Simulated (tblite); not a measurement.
# Molecular dynamics of C$_{5}$H$_{4}$F$_{2}$N$_{2}$ (part 3 of 3)

The same run, continued: C$_{5}$H$_{4}$F$_{2}$N$_{2}$, SMILES FC(F)c1ccnnc1; GFN2-xTB Langevin dynamics, gas phase (tblite 0.8.0). It belongs to a series of runs on one base structure; here: H on C replaced by CHF2.

Geometry of the input (Å):
```
F  2.5493  0.7284  0.4590
C  1.7871  -0.3515  0.1712
F  2.2330  -0.8391  -1.0107
C  0.3257  0.0078  0.1012
C  -0.5479  -0.6550  -0.7424
C  -1.8835  -0.2576  -0.6916
N  -2.3150  0.6965  0.1086
N  -1.4918  1.3270  0.8868
C  -0.2121  1.0184  0.9046
H  1.9878  -1.1162  0.9432
H  -0.2092  -1.4330  -1.4093
H  -2.6351  -0.7223  -1.3128
H  0.4074  1.5970  1.5745
```

Trajectory as extended XYZ, continued:
```
13
Properties=species:S:1:pos:R:3:forces:R:3 step=29 time_fs=725.0 energy=-761.76975 temperature=115.6
F     1.8549   -0.1427    1.2436   -0.6705  -0.3374   0.1798
C     1.0786   -0.8460    0.3787   -0.4321  -0.9361   0.4112
F     1.6673   -0.7006   -0.7881    0.9229   0.2131  -1.5828
C    -0.3652   -0.4379    0.2474   -0.2394  -0.2472  -0.9706
C    -1.0022   -0.5161   -1.0291    0.6259  -0.1416   1.3799
C    -2.3277   -0.1115   -1.0042    0.0929  -0.6078   0.9179
N    -2.9725    0.1729    0.1267   -0.7580   0.5108  -0.6609
N    -2.4204    0.1978    1.2756    0.4362  -0.5378  -0.3155
C    -1.1367   -0.1324    1.3438    0.0089   1.1390   1.0937
H     1.1035   -1.9608    0.5772    0.2634   0.6976   0.4937
H    -0.4541   -0.9557   -1.8651   -0.3729   0.5351   0.1348
H    -3.0011   -0.1428   -1.8200   -0.1567   0.0825  -0.8830
H    -0.7425    0.0256    2.3452    0.2793  -0.3702  -0.1981
13
Properties=species:S:1:pos:R:3:forces:R:3 step=30 time_fs=750.0 energy=-761.78477 temperature=119.0
F     1.7817   -0.2132    1.2682   -0.0856  -0.2761  -0.0599
C     1.1119   -0.9113    0.3232   -0.4459  -0.2594   0.1716
F     1.7714   -0.7195   -0.8420   -0.1709   0.2303  -0.0405
C    -0.3529   -0.5107    0.2673    0.3406   0.1422  -1.9289
C    -1.0188   -0.4704   -0.9750    0.7041  -0.3675  -0.1442
C    -2.3512   -0.0848   -1.0270   -0.0606   0.9021   0.0689
N    -3.0448    0.2961    0.0641    1.0991  -1.1677  -0.3669
N    -2.4431    0.1967    1.1966    0.5807   0.4991  -0.3049
C    -1.1256   -0.1013    1.2926   -2.0578   0.6565   2.6632
H     1.1615   -2.0066    0.5100    0.2221   0.2411   0.3353
H    -0.3925   -0.7197   -1.8397   -0.7229   0.0844   0.0835
H    -2.8548    0.0955   -1.9715    0.0518  -0.2703   0.1136
H    -0.8668    0.0562    2.3502    0.5455  -0.4147  -0.5909
13
Properties=species:S:1:pos:R:3:forces:R:3 step=31 time_fs=775.0 energy=-761.82998 temperature=127.4
F     1.7097   -0.2777    1.2775    0.2728   0.0894   0.5044
C     1.0815   -0.9502    0.3195   -1.4353   1.5344  -1.0814
F     1.8118   -0.7420   -0.8314   -0.6283  -0.0718   0.4944
C    -0.4194   -0.4515    0.1882    2.0847  -1.0336   0.1560
C    -1.0094   -0.5066   -1.0637   -0.8516   1.1052   0.6687
C    -2.3159   -0.0036   -1.0607   -1.0480  -0.2306  -0.1696
N    -2.9865    0.2993    0.0685    0.4803   0.2300  -1.0753
N    -2.4248    0.2742    1.2249    0.7606  -0.6644  -0.2945
C    -1.1417   -0.1114    1.3299   -1.1990   0.4813  -1.2708
H     1.0618   -1.9965    0.5062    0.2744  -1.1855   0.3686
H    -0.4708   -0.7738   -1.9506    0.0422  -0.0862  -0.1202
H    -2.9162    0.1063   -2.0038    0.6378  -0.1592   1.0631
H    -0.7714   -0.0984    2.3144    0.6096  -0.0091   0.7566
13
Properties=species:S:1:pos:R:3:forces:R:3 step=32 time_fs=800.0 energy=-761.86937 temperature=196.7
F     1.6332   -0.3359    1.3337    0.6022   0.5904   1.0765
C     1.0406   -0.9999    0.3711   -1.4323   1.3472  -1.8740
F     1.7171   -0.7356   -0.7700    0.5878  -0.0647  -0.3835
C    -0.4029   -0.5156    0.1515    1.3379  -0.2808   0.7945
C    -1.0349   -0.4523   -1.0632   -0.4073  -0.4608  -0.7350
C    -2.3593    0.0041   -1.0529    0.2508   0.4836   0.9288
N    -2.9727    0.3987    0.0696    0.8035  -1.3133  -0.2981
N    -2.3603    0.2209    1.2072   -0.2830   1.0773   0.0671
C    -1.0858   -0.1238    1.2917   -1.4307   0.1565  -0.7072
H     1.0906   -2.0364    0.5434    0.1140  -1.6759   0.3925
H    -0.5739   -0.7917   -2.0007   -0.1296   0.2074   0.5759
H    -2.9139    0.0699   -1.9615   -0.2938   0.1907  -0.3137
H    -0.6649   -0.0491    2.2645    0.2805  -0.2575   0.4762
13
Properties=species:S:1:pos:R:3:forces:R:3 step=33 time_fs=825.0 energy=-761.82429 temperature=196.6
F     1.5901   -0.3623    1.4042   -0.1556   0.0384  -0.3786
C     1.0041   -0.9883    0.3459   -0.4342   0.1364   0.1942
F     1.7453   -0.7452   -0.7479    0.1165   0.2426  -0.1355
C    -0.4469   -0.5807    0.1623    1.6169   0.0910   1.9144
C    -1.0351   -0.4844   -1.0394    1.2043  -0.3663  -1.9485
C    -2.3042    0.0157   -1.0492   -1.2904   0.0113   1.5400
N    -2.9743    0.3224    0.0541    0.9489   0.8964   0.3744
N    -2.3515    0.3304    1.2280   -1.4365  -0.6954  -0.9883
C    -1.1635   -0.1783    1.2976    0.9932  -0.1839   1.0876
H     1.0538   -2.0456    0.5415    0.1924  -0.9557   0.2036
H    -0.4729   -0.7747   -1.9415   -0.4634   0.3115   0.3374
H    -2.8317    0.1591   -1.9324   -0.9152   0.0854  -1.3443
H    -0.7133   -0.3011    2.3103   -0.3769   0.3882  -0.8563
13
Properties=species:S:1:pos:R:3:forces:R:3 step=34 time_fs=850.0 energy=-761.78980 temperature=194.8
F     1.6201   -0.3723    1.4215   -0.4524  -0.7943  -0.3243
C     1.0226   -1.0912    0.3875   -0.5618   1.3562   0.9160
F     1.7706   -0.7523   -0.6701    0.0102  -0.5377  -0.4003
C    -0.4248   -0.5404    0.2140    0.7634  -0.4796   1.7542
C    -1.0548   -0.4821   -0.9814    0.4247  -0.6912  -0.5447
C    -2.3672   -0.0519   -1.0104   -0.8987   1.0123  -1.5490
N    -2.9687    0.4125    0.0367   -0.5425  -0.5479   1.4514
N    -2.4137    0.2689    1.2452   -1.0199   1.0429  -1.0374
C    -1.1970   -0.1247    1.3506    1.4434  -0.9575  -0.6454
H     1.0952   -2.1901    0.6388   -0.0491   0.9036  -0.3501
H    -0.5658   -0.8148   -1.8599    0.3415  -0.2142  -0.7433
H    -2.9215    0.0414   -1.9927    0.6118  -0.1258   1.2439
H    -0.7563   -0.1880    2.3297   -0.0706   0.0332   0.2288
13
Properties=species:S:1:pos:R:3:forces:R:3 step=35 time_fs=875.0 energy=-761.90343 temperature=213.7
F     1.6487   -0.4629    1.4942   -0.4084   0.2055  -0.4904
C     1.0022   -0.9937    0.4117   -0.4489  -1.3391   0.9290
F     1.7563   -0.7649   -0.6666    0.0412   0.2673  -0.2601
C    -0.4497   -0.5364    0.2654    0.8993  -0.3553   0.6519
C    -1.1190   -0.6030   -0.9382    0.9321   0.8643   0.7696
C    -2.3743   -0.0145   -0.9484   -0.3183  -0.8650  -0.7331
N    -3.0092    0.3841    0.1121    0.3473   0.4935   0.7688
N    -2.3838    0.3511    1.2609   -1.5230   0.1690   0.2345
C    -1.1815   -0.1086    1.3835    0.6954   0.1386  -0.3668
H     1.0240   -2.1170    0.6110   -0.0649   0.7078  -0.2943
H    -0.5402   -0.8737   -1.7821   -0.0450  -0.3249  -0.8738
H    -2.9182    0.0233   -1.8634   -0.3931   0.1349  -0.5292
H    -0.7789   -0.0406    2.3751    0.2862  -0.0966   0.1940
13
Properties=species:S:1:pos:R:3:forces:R:3 step=36 time_fs=900.0 energy=-761.82640 temperature=222.0
F     1.5921   -0.4768    1.4459    0.4613   0.3888   0.7621
C     0.9944   -1.1047    0.4383   -0.8849  -0.1183  -0.1418
F     1.6880   -0.7431   -0.6730   -0.1677  -0.4568   0.0390
C    -0.4646   -0.6302    0.3372    0.4320   0.5136  -0.1465
C    -1.1353   -0.5959   -0.8946    1.1717  -1.1152   1.2043
C    -2.4324   -0.0935   -0.8351    1.2284  -0.5663  -1.4597
N    -2.9585    0.4344    0.2095   -1.0347   0.0942   1.4576
N    -2.3628    0.3869    1.3609    0.8619   0.4100  -0.0528
C    -1.1150   -0.0641    1.4485   -0.4250  -0.2544   0.8375
H     1.0914   -2.2020    0.6570   -0.0317   0.4787  -0.5320
H    -0.6094   -1.0982   -1.7206   -0.7220   0.5688   0.1244
H    -3.0083   -0.1432   -1.7195   -0.7069   0.2756  -0.7346
H    -0.7101   -0.0091    2.4975   -0.1824  -0.2185  -1.3576
13
Properties=species:S:1:pos:R:3:forces:R:3 step=37 time_fs=925.0 energy=-761.78582 temperature=213.5
F     1.5475   -0.4741    1.4501    0.5048   0.2423  -0.0126
C     0.9860   -1.1259    0.4176   -0.8938  -0.0968  -0.1850
F     1.6280   -0.7979   -0.7288    0.2223  -0.1146   0.2400
C    -0.4723   -0.6977    0.3134    0.0254   0.1541   0.8348
C    -1.2104   -0.6648   -0.8661    0.4555  -0.2327   1.3731
C    -2.4819   -0.1050   -0.7635    0.4643  -0.2668  -2.8594
N    -2.9247    0.4205    0.3352   -1.8426   1.0182  -1.0354
N    -2.2456    0.4496    1.3939    0.6991  -0.6275   1.7589
C    -1.0707   -0.1562    1.4690    0.1530   0.4881  -0.3331
H     1.1150   -2.1986    0.6331    0.0314  -0.0966  -0.2844
H    -0.7768   -1.0996   -1.7281    0.0928  -0.0288  -0.8252
H    -3.0002    0.0308   -1.7720    0.0392  -0.2139   1.7679
H    -0.5957   -0.0614    2.4459    0.0485  -0.2248  -0.4396
13
Properties=species:S:1:pos:R:3:forces:R:3 step=38 time_fs=950.0 energy=-761.81057 temperature=214.3
F     1.5895   -0.5132    1.3981   -0.1385  -0.3352  -0.4097
C     0.9444   -1.1702    0.3734    0.4364   0.1916   0.6492
F     1.6424   -0.8955   -0.7418    0.0799  -0.0592  -0.2112
C    -0.4649   -0.7057    0.2892   -0.8732   0.9239   1.4858
C    -1.2481   -0.7376   -0.8483    0.4334   0.2398   1.2274
C    -2.4798   -0.1279   -0.7405   -0.2130  -0.0616  -0.9834
N    -2.9226    0.4688    0.3494   -2.3353  -0.1149  -2.8949
N    -2.2959    0.3710    1.4056    1.4470   0.5342   3.0814
C    -1.0907   -0.1343    1.4559    0.6309  -1.1495  -2.0454
H     1.0175   -2.2495    0.5891    0.0956  -0.0318  -0.0673
H    -0.8966   -1.1360   -1.7510    0.3530  -0.5211  -0.9837
H    -3.0676   -0.1519   -1.6422   -0.5273   0.3971   0.0881
H    -0.6083   -0.1168    2.3829    0.6111  -0.0132   1.0636
13
Properties=species:S:1:pos:R:3:forces:R:3 step=39 time_fs=975.0 energy=-761.82456 temperature=133.3
F     1.6688   -0.5570    1.3719   -0.5237  -0.3568  -0.1447
C     0.9495   -1.1963    0.3975    0.3564   0.3265  -0.0977
F     1.6633   -0.9495   -0.7353   -0.3160  -0.1864  -0.0427
C    -0.4632   -0.6649    0.3028   -1.1302   0.7101   1.1057
C    -1.2892   -0.7498   -0.8285    1.7656  -0.3694  -0.8181
C    -2.5263   -0.1463   -0.8236    0.7908  -0.1659   2.0464
N    -2.9792    0.4030    0.3094   -1.7906  -0.0504  -2.1933
N    -2.3392    0.3831    1.3718    1.7091   0.3312   2.2441
C    -1.0912   -0.0667    1.4444    1.0622  -0.8967  -0.3560
H     0.9947   -2.2920    0.5910   -0.0367   0.3354  -0.0022
H    -0.8700   -1.1907   -1.7537   -0.3653   0.1405   0.6098
H    -3.2111   -0.2192   -1.5979   -0.8636   0.1420  -1.3207
H    -0.5591   -0.0152    2.4278   -0.6580   0.0399  -1.0307
13
Properties=species:S:1:pos:R:3:forces:R:3 step=40 time_fs=1000.0 energy=-761.84894 temperature=228.3
F     1.6752   -0.6268    1.4231   -0.3726   0.0880  -0.2790
C     0.9142   -1.1594    0.4230    1.7879  -1.1426   0.1321
F     1.6231   -0.9979   -0.7208    0.1510   0.0575  -0.0973
C    -0.4188   -0.6269    0.3025   -2.6065   1.2156   0.9133
C    -1.2049   -0.7250   -0.8430   -0.1449   0.0376   0.0903
C    -2.5005   -0.1936   -0.7850   -0.2127   0.6285  -0.2546
N    -3.0434    0.2824    0.3591    0.0231  -0.3461  -2.3106
N    -2.3215    0.3949    1.3842    1.1182  -0.2571   1.4762
C    -1.0521   -0.0026    1.4086    0.1158   0.1089  -0.9136
H     0.8797   -2.2534    0.6222    0.0787   0.0202  -0.0144
H    -0.7885   -1.2108   -1.7186   -0.2159   0.2369  -0.0549
H    -3.0796    0.0042   -1.7175    0.3228  -0.6019   0.9654
H    -0.4730    0.2491    2.2752   -0.0449  -0.0454   0.3471
```

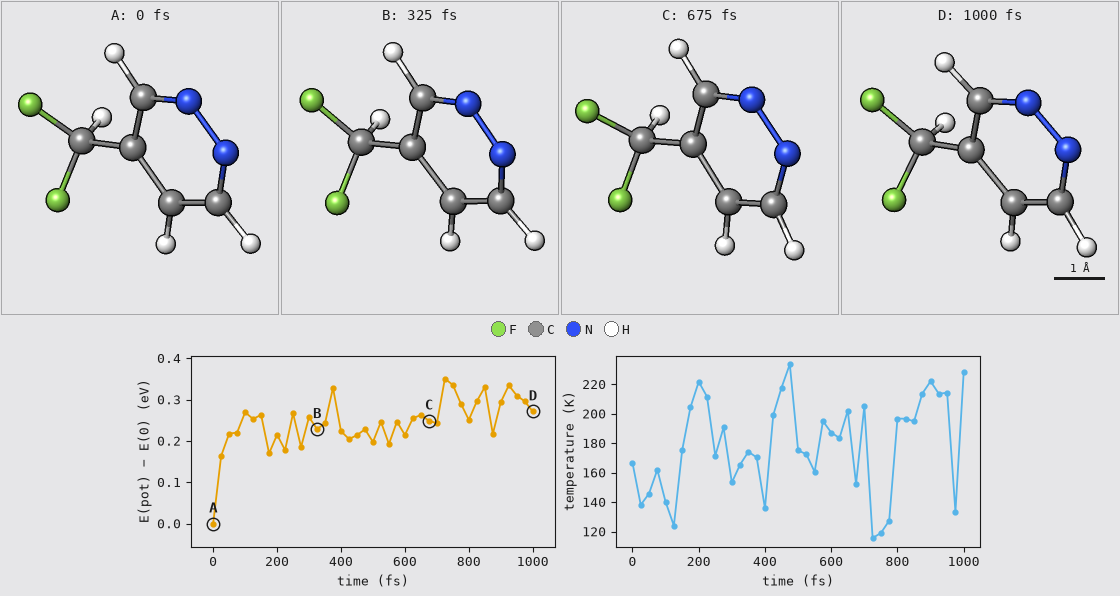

Frames of the molecular dynamics (ball-and-stick, seen at a tilt) above the curves, on which the letters mark them. The trajectory kept here has 41 frames over 1000 fs. The temperature starts at 167 K, ranges from 116 to 234 K and averages 181 K over the second half. The potential energy ends 0.271 eV above its first value. After an unweighted best fit of the last frame on the first, the root-mean-square displacement is 0.12 Å, and H13 has moved furthest (0.23 Å).

Results in brief:

```tsv
quantity	value
outcome	finished
mean temperature over the second half	181 K
trajectory	41 frames kept, 1000 fs
hardware	1 CPU thread, shared host
wall time	15 s
peak memory	0.18 GiB
```
